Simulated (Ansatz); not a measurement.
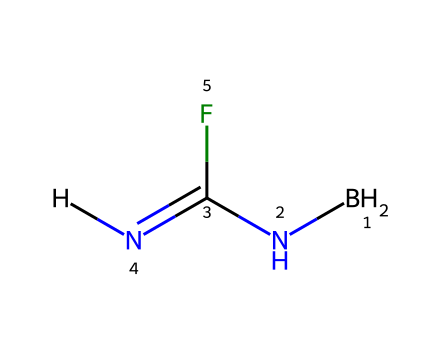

Skeletal drawing with numbered atoms; wedges and dashes mark any stereocentres. The configuration is that of a computed structure (PBE-D4/def2-SVP).

What are the Cahn–Ingold–Prelog descriptors?

Answer. C3=N4: Z.

Write the isomeric SMILES.

Answer. [H]/N=C(\F)NB
